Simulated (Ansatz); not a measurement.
# Geometry relaxation of ZrN$_{2}$H$_{4}$F$_{2}$

ZrN$_{2}$H$_{4}$F$_{2}$, computed with RHF/def2-SVP (Ansatz 0.2.0).

It belongs to a series of runs on one base structure; here: start relaxed. Figures and captions count atoms from 1; the log counts them from 0 in places.

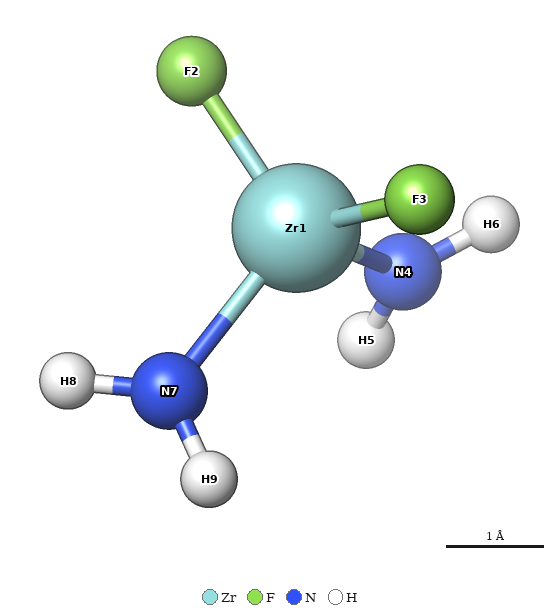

**Figure 1.** The structure as given in the input (ball-and-stick view, seen at a tilt; atoms are numbered from 1 in the order of the input). Sticks mark near contacts. Bond lengths as drawn: F–Zr 1.98 Å, H–N 1.06 Å and N–Zr 2.21 Å.

Key numbers:

```json
{"quantity": "outcome", "value": "converged"}
{"quantity": "total energy", "value": "−9704.5444 eV"}
{"quantity": "mean-field energy", "value": "−9704.5444 eV"}
{"quantity": "largest force (length of the vector) at the end", "value": "0.024 eV/Å"}
{"quantity": "hardware", "value": "1 thread of Intel Xeon @ 2.50GHz (Skylake/Cascade Lake), 32 GiB of memory available, shared host"}
{"quantity": "wall time", "value": "60 s"}
{"quantity": "peak memory", "value": "0.23 GiB"}
```

Input file:
```yaml
crystal:
  periodic: [false, false, false]
  atoms:
    - { symbol: Zr, position_ang: [0.0, 0.0, 0.0] }
    - { symbol: F, position_ang: [0.0, 0.0, 1.98] }
    - { symbol: F, position_ang: [1.8671, 0.0, -0.6593] }
    - { symbol: "N", position_ang: [-1.0409, 1.8034, -0.7359] }
    - { symbol: H, position_ang: [-2.061, 1.7482, -1.0186] }
    - { symbol: H, position_ang: [-0.5204, 2.7241, -0.8065] }
    - { symbol: "N", position_ang: [-1.0409, -1.8034, -0.7359] }
    - { symbol: H, position_ang: [-1.5759, -2.4197, -0.0595] }
    - { symbol: H, position_ang: [-1.0055, -2.0526, -1.7656] }
basis:
  gaussian: { orbitals: def2-SVP }
hamiltonian:
  xc: hf
relax:
  f_tol: 0.02
  max_steps: 40
```

Run as:
```bash
ansatz run input.yaml --threads 1 --pin off --max-ram 2048MiB --backend cpu --events-out ev --progress --plain --runs-dir out
```

The program's output:
```
The last accepted step is kept in [file] (removed where the run ends without a failure and the disk answers)
Engine: ansatz 0.2.0, x86_64-unknown-linux-gnu
Functional definition: HF
  exchange = exact_x
  correlation = 0
1170 factors; integrals over basis functions are off by at most 3.1e-4 eV
mean field evaluation 1: about -9695.3013 eV, gradient 6.2e1 eV
mean field evaluation 2: about -9695.3845 eV, gradient 6.3e1 eV
mean field evaluation 4: about -9703.3348 eV, gradient 3.0e0 eV
mean field evaluation 8: about -9703.4016 eV, gradient 2.9e-1 eV
mean field -9703.40188074 eV, -356.5934419150 hartree, gradient 5.0e-5 eV, S^2 0.000000; 0 other end points of the search recorded, 0 dependent functions left out
the calculation of the forces begins
reference -9703.40188074 eV, -356.5934419150 hartree; 24, 24 occupied and 83, 83 virtual orbitals, 1170 factors
relax step   1: F+E_penalty+E_count = -9703.40188074 eV  Δ(F+E_penalty+E_count) = +0.000e0 eV  max|allowed force component| = 2.525e0 eV/Å  Δτ_max = 0.0000 Å  (40 SCF iters, accepted)
these checks for a lower state are left out or cut short: starts, cluster_reference, orbital_swaps, neighbouring_geometries, increment
1170 factors; integrals over basis functions are off by at most 2.9e-4 eV
mean field evaluation 16: about -9704.0037 eV, gradient 1.3e-2 eV
mean field -9704.20139023 eV, -356.6228233471 hartree, gradient 8.1e-6 eV, S^2 0.000000; 0 other end points of the search recorded, 0 dependent functions left out
the calculation of the forces begins
reference -9704.20139023 eV, -356.6228233471 hartree; 24, 24 occupied and 83, 83 virtual orbitals, 1170 factors
relax step   2: F+E_penalty+E_count = -9704.20139023 eV  Δ(F+E_penalty+E_count) = -7.995e-1 eV  max|allowed force component| = 2.893e0 eV/Å  Δτ_max = 0.1945 Å  (42 SCF iters, accepted)
these checks for a lower state are left out or cut short: starts, cluster_reference, orbital_swaps, neighbouring_geometries, increment
1170 factors; integrals over basis functions are off by at most 2.9e-4 eV
mean field evaluation 32: about -9704.5306 eV, gradient 8.4e-6 eV
mean field -9704.53058240 eV, -356.6349209360 hartree, gradient 8.4e-6 eV, S^2 0.000000; 0 other end points of the search recorded, 0 dependent functions left out
the calculation of the forces begins
reference -9704.53058240 eV, -356.6349209360 hartree; 24, 24 occupied and 83, 83 virtual orbitals, 1170 factors
relax step   3: F+E_penalty+E_count = -9704.53058240 eV  Δ(F+E_penalty+E_count) = -3.292e-1 eV  max|allowed force component| = 5.783e-1 eV/Å  Δτ_max = 0.1091 Å  (37 SCF iters, accepted)
these checks for a lower state are left out or cut short: starts, cluster_reference, orbital_swaps, neighbouring_geometries, increment
1170 factors; integrals over basis functions are off by at most 2.9e-4 eV
mean field -9704.54175583 eV, -356.6353315520 hartree, gradient 8.5e-6 eV, S^2 0.000000; 0 other end points of the search recorded, 0 dependent functions left out
the calculation of the forces begins
reference -9704.54175583 eV, -356.6353315520 hartree; 24, 24 occupied and 83, 83 virtual orbitals, 1170 factors
relax step   4: F+E_penalty+E_count = -9704.54175583 eV  Δ(F+E_penalty+E_count) = -1.117e-2 eV  max|allowed force component| = 1.182e-1 eV/Å  Δτ_max = 0.0695 Å  (39 SCF iters, accepted)
these checks for a lower state are left out or cut short: starts, cluster_reference, orbital_swaps, neighbouring_geometries, increment
1170 factors; integrals over basis functions are off by at most 2.9e-4 eV
mean field -9704.54081664 eV, -356.6352970374 hartree, gradient 8.4e-6 eV, S^2 0.000000; 0 other end points of the search recorded, 0 dependent functions left out
the calculation of the forces begins
reference -9704.54081664 eV, -356.6352970374 hartree; 24, 24 occupied and 83, 83 virtual orbitals, 1170 factors
relax step   5: F+E_penalty+E_count = -9704.54081664 eV  Δ(F+E_penalty+E_count) = +9.392e-4 eV  max|allowed force component| = 1.593e-1 eV/Å  Δτ_max = 0.0400 Å  (39 SCF iters, rejected (line search))
these checks for a lower state are left out or cut short: starts, cluster_reference, orbital_swaps, neighbouring_geometries, increment
1170 factors; integrals over basis functions are off by at most 2.9e-4 eV
mean field -9704.54384152 eV, -356.6354081999 hartree, gradient 8.5e-6 eV, S^2 0.000000; 0 other end points of the search recorded, 0 dependent functions left out
the calculation of the forces begins
reference -9704.54384152 eV, -356.6354081999 hartree; 24, 24 occupied and 83, 83 virtual orbitals, 1170 factors
relax step   6: F+E_penalty+E_count = -9704.54384152 eV  Δ(F+E_penalty+E_count) = -2.086e-3 eV  max|allowed force component| = 3.089e-2 eV/Å  Δτ_max = 0.0192 Å  (40 SCF iters, accepted)
these checks for a lower state are left out or cut short: starts, cluster_reference, orbital_swaps, neighbouring_geometries, increment
1170 factors; integrals over basis functions are off by at most 2.9e-4 eV
mean field evaluation 64: about -9704.5442 eV, gradient 1.5e-2 eV
mean field -9704.54417351 eV, -356.6354204002 hartree, gradient 8.5e-6 eV, S^2 0.000000; 0 other end points of the search recorded, 0 dependent functions left out
the calculation of the forces begins
reference -9704.54417351 eV, -356.6354204002 hartree; 24, 24 occupied and 83, 83 virtual orbitals, 1170 factors
relax step   7: F+E_penalty+E_count = -9704.54417351 eV  Δ(F+E_penalty+E_count) = -3.320e-4 eV  max|allowed force component| = 4.769e-2 eV/Å  Δτ_max = 0.0330 Å  (40 SCF iters, accepted)
these checks for a lower state are left out or cut short: starts, cluster_reference, orbital_swaps, neighbouring_geometries, increment
1170 factors; integrals over basis functions are off by at most 2.9e-4 eV
mean field -9704.54438969 eV, -356.6354283448 hartree, gradient 8.5e-6 eV, S^2 0.000000; 0 other end points of the search recorded, 0 dependent functions left out
the calculation of the forces begins
reference -9704.54438969 eV, -356.6354283448 hartree; 24, 24 occupied and 83, 83 virtual orbitals, 1170 factors
relax step   8: F+E_penalty+E_count = -9704.54438969 eV  Δ(F+E_penalty+E_count) = -2.162e-4 eV  max|allowed force component| = 1.569e-2 eV/Å  Δτ_max = 0.0073 Å  (40 SCF iters, accepted)
1170 factors; integrals over basis functions are off by at most 2.9e-4 eV
mean field evaluation 96: about -9704.5444 eV, gradient 7.1e-3 eV
```

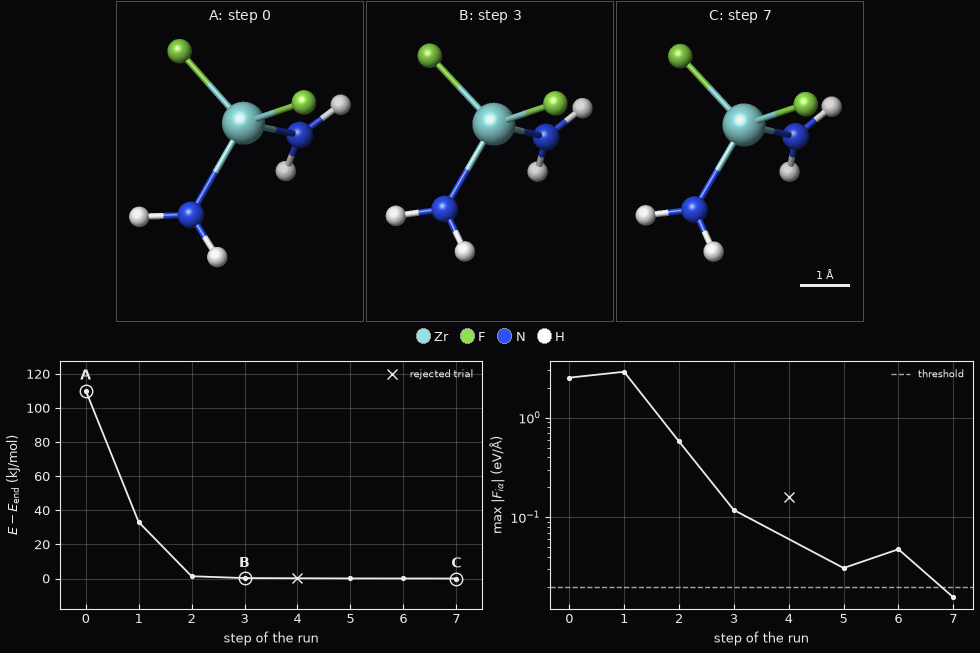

**Figure 2.** Frames of the relaxation (ball-and-stick view, seen at a tilt) above the curves, on which the letters mark them (the first geometry is step 0 here and step 1 in the log).

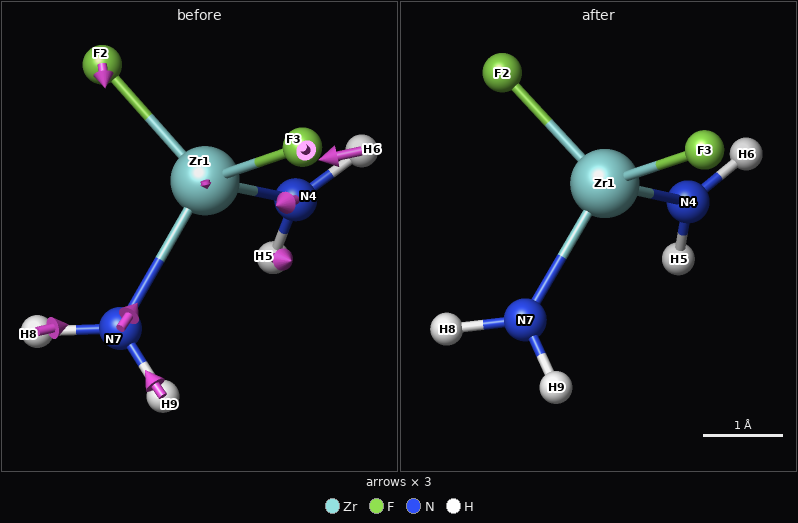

**Figure 3.** Before (left) and after (right) the relaxation, at one scale (ball-and-stick view, seen at a tilt). The pink arrows give the displacements, magnified 3 times. H6 moves most after the best rigid fit: 0.19 Å. By element the largest moves are H 0.19 Å, N 0.16 Å, F 0.12 Å, Zr 0.04 Å. Among the contacts that change: Zr1–N4 2.208 → 2.041 Å, Zr1–F2 1.980 → 1.925 Å, N4–H5 1.060 → 1.005 Å, Zr1–F3 1.980 → 1.926 Å. Among the angles that change: H5–N4–H6 120.0° → 108.1°, Zr1–N4–H5 120.0° → 126.7°, Zr1–N4–H6 120.0° → 125.3°. After 7 geometry steps the energy has fallen by 110.2 kJ/mol. Largest force component: 2.5 eV/Å at the start, 0.016 eV/Å at the end. The line search rejected the trial step at point 4 (counted from 0) and went back. (Atoms are counted from 1 in the order of the input.)

```
mean field -9704.54438969 eV, -356.6354283448 hartree, gradient 8.5e-6 eV, S^2 0.000000; 1 other end points of the search recorded, 0 dependent functions left out
the calculation of the forces begins
reference -9704.54438969 eV, -356.6354283448 hartree; 24, 24 occupied and 83, 83 virtual orbitals, 1170 factors
Total energy: -9704.54438969 eV, -356.6354283448 hartree
Atom 0 at    -0.018411    -0.005855    -0.031265 Å, force    -0.002881     0.003507     0.000754 eV/Å
Atom 1 at    -0.015155    -0.063545     1.892543 Å, force    -0.000282     0.000206     0.001454 eV/Å
Atom 2 at     1.785925     0.076613    -0.698588 Å, force     0.000938    -0.003753    -0.004086 eV/Å
Atom 3 at    -0.989578     1.654532    -0.714879 Å, force    -0.000206    -0.013413     0.008551 eV/Å
Atom 4 at    -1.918205     1.691396    -1.098060 Å, force    -0.002561    -0.000481    -0.004797 eV/Å
Atom 5 at    -0.614237     2.588392    -0.714563 Å, force     0.001146     0.006181    -0.000953 eV/Å
Atom 6 at    -1.026319    -1.648734    -0.693228 Å, force     0.015694     0.014631    -0.011283 eV/Å
Atom 7 at    -1.568468    -2.269659    -0.115824 Å, force    -0.011540    -0.006764     0.005544 eV/Å
Atom 8 at    -1.013052    -2.023140    -1.627435 Å, force    -0.000306    -0.000116     0.004818 eV/Å
Dipole moment:    -0.516124    -0.048422    -0.371387 e Å
```

Trajectory as extended XYZ (Å, eV, eV/Å), 8 frames, from step=1 to step=8:
```
9
Properties=species:S:1:pos:R:3:forces:R:3 step=1 energy=-9703.40188
Zr    0.0000    0.0000    0.0000   -1.1100  -0.0896  -0.8192
F     0.0000    0.0000    1.9800   -0.0070  -0.0849  -1.7583
F     1.8671    0.0000   -0.6593   -1.6625   0.1128   0.5796
N    -1.0409    1.8034   -0.7359    0.9418  -1.5764   0.5706
H    -2.0610    1.7482   -1.0186    2.3923   0.9219   0.4645
H    -0.5204    2.7241   -0.8065   -1.8919  -1.7548  -0.1167
N    -1.0409   -1.8034   -0.7359    0.8134   1.6617   0.7338
H    -1.5759   -2.4197   -0.0595    1.0369   0.9076  -2.1794
H    -1.0055   -2.0526   -1.7656   -0.5128  -0.0984   2.5250
9
Properties=species:S:1:pos:R:3:forces:R:3 step=2 energy=-9704.20139
Zr   -0.1187   -0.0036   -0.0883    2.6353   0.1813   1.7943
F    -0.0603   -0.0307    1.8242   -0.1418  -0.0457   0.5844
F     1.7044    0.0345   -0.6677    0.5169   0.0322  -0.3334
N    -0.9594    1.6385   -0.7170   -1.7342   2.4927  -1.0484
H    -1.9460    1.6967   -0.9766    0.7341   0.2638   0.0483
H    -0.5304    2.5634   -0.7636   -0.4516  -0.5643  -0.0288
N    -1.0197   -1.6171   -0.6841   -1.6592  -2.8926  -1.1950
H    -1.4861   -2.3045   -0.0864    0.3094   0.4302  -0.6265
H    -0.9612   -1.9772   -1.6417   -0.2089   0.1023   0.8051
9
Properties=species:S:1:pos:R:3:forces:R:3 step=3 energy=-9704.53058
Zr   -0.0314   -0.0034   -0.0292    0.3368   0.0307   0.2993
F    -0.0323   -0.0587    1.8973    0.0006  -0.0109  -0.0406
F     1.7796    0.0584   -0.6883   -0.0258   0.0090  -0.0055
N    -0.9804    1.6557   -0.7125   -0.5664   0.2982  -0.3206
H    -1.9292    1.6740   -1.0819    0.5783   0.1013   0.2083
H    -0.5939    2.5893   -0.7500   -0.1678  -0.2009  -0.0150
N    -1.0363   -1.6357   -0.6845   -0.1842  -0.4352  -0.3008
H    -1.5154   -2.3149   -0.1082    0.0859   0.1546  -0.1897
H    -1.0383   -1.9647   -1.6440   -0.0575   0.0532   0.3646
9
Properties=species:S:1:pos:R:3:forces:R:3 step=4 energy=-9704.54176
Zr   -0.0074   -0.0042   -0.0201    0.0435  -0.0462  -0.0293
F    -0.0163   -0.0631    1.9052   -0.0045   0.0122  -0.0330
F     1.8006    0.0699   -0.6845   -0.0504   0.0077   0.0215
N    -0.9810    1.6430   -0.7325   -0.1106   0.0193   0.0460
H    -1.9308    1.6643   -1.0689    0.1180   0.0098   0.0083
H    -0.6208    2.5831   -0.7486   -0.0038  -0.0225  -0.0219
N    -1.0183   -1.6426   -0.6881   -0.1182  -0.0774   0.0525
H    -1.5695   -2.2746   -0.1252    0.1146   0.1046  -0.0877
H    -1.0341   -1.9758   -1.6386    0.0114  -0.0077   0.0434
9
Properties=species:S:1:pos:R:3:forces:R:3 step=5 energy=-9704.54082 accepted=F
Zr    0.0023   -0.0166   -0.0352   -0.1338   0.1593   0.0715
F    -0.0213   -0.0577    1.8901    0.0274  -0.0234  -0.0370
F     1.8081    0.1088   -0.6905    0.0381  -0.0563  -0.0198
N    -0.9809    1.6360   -0.7238    0.1234  -0.0597   0.0843
H    -1.9134    1.6609   -1.0928   -0.0933   0.0151  -0.0483
H    -0.6206    2.5758   -0.7103   -0.0035  -0.0078  -0.0184
N    -1.0265   -1.6484   -0.6916    0.0309   0.0232  -0.0058
H    -1.5856   -2.2553   -0.1141    0.0216  -0.0043  -0.0355
H    -1.0396   -2.0034   -1.6330   -0.0108  -0.0460   0.0088
9
Properties=species:S:1:pos:R:3:forces:R:3 step=6 energy=-9704.54384
Zr   -0.0109   -0.0054   -0.0213   -0.0266   0.0011  -0.0133
F    -0.0156   -0.0661    1.9029    0.0027  -0.0019  -0.0101
F     1.7948    0.0756   -0.6877   -0.0172   0.0006   0.0040
N    -0.9879    1.6475   -0.7151    0.0069  -0.0005  -0.0018
H    -1.9246    1.6720   -1.0803    0.0107   0.0001   0.0030
H    -0.6143    2.5814   -0.7500    0.0016  -0.0026   0.0081
N    -1.0279   -1.6394   -0.6918    0.0012  -0.0249   0.0212
H    -1.5625   -2.2757   -0.1225    0.0209   0.0309  -0.0161
H    -1.0286   -1.9899   -1.6354   -0.0002  -0.0027   0.0050
9
Properties=species:S:1:pos:R:3:forces:R:3 step=7 energy=-9704.54417
Zr   -0.0205   -0.0055   -0.0307    0.0174  -0.0079   0.0084
F    -0.0129   -0.0625    1.8933   -0.0066  -0.0006  -0.0077
F     1.7853    0.0758   -0.6951   -0.0136   0.0017  -0.0045
N    -0.9914    1.6564   -0.7131    0.0109  -0.0477   0.0027
H    -1.9183    1.6942   -1.0997   -0.0167  -0.0001  -0.0058
H    -0.6128    2.5885   -0.7178    0.0086   0.0265   0.0037
N    -1.0223   -1.6530   -0.6924   -0.0097   0.0394   0.0060
H    -1.5656   -2.2743   -0.1161    0.0017  -0.0028   0.0007
H    -1.0190   -2.0196   -1.6296    0.0079  -0.0085  -0.0035
9
Properties=species:S:1:pos:R:3:forces:R:3 step=8 energy=-9704.54439
Zr   -0.0184   -0.0059   -0.0313   -0.0029   0.0035   0.0008
F    -0.0152   -0.0635    1.8925   -0.0003   0.0002   0.0015
F     1.7859    0.0766   -0.6986    0.0009  -0.0038  -0.0041
N    -0.9896    1.6545   -0.7149   -0.0002  -0.0134   0.0086
H    -1.9182    1.6914   -1.0981   -0.0026  -0.0005  -0.0048
H    -0.6142    2.5884   -0.7146    0.0011   0.0062  -0.0010
N    -1.0263   -1.6487   -0.6932    0.0157   0.0146  -0.0113
H    -1.5685   -2.2697   -0.1158   -0.0115  -0.0068   0.0055
H    -1.0131   -2.0231   -1.6274   -0.0003  -0.0001   0.0048
```
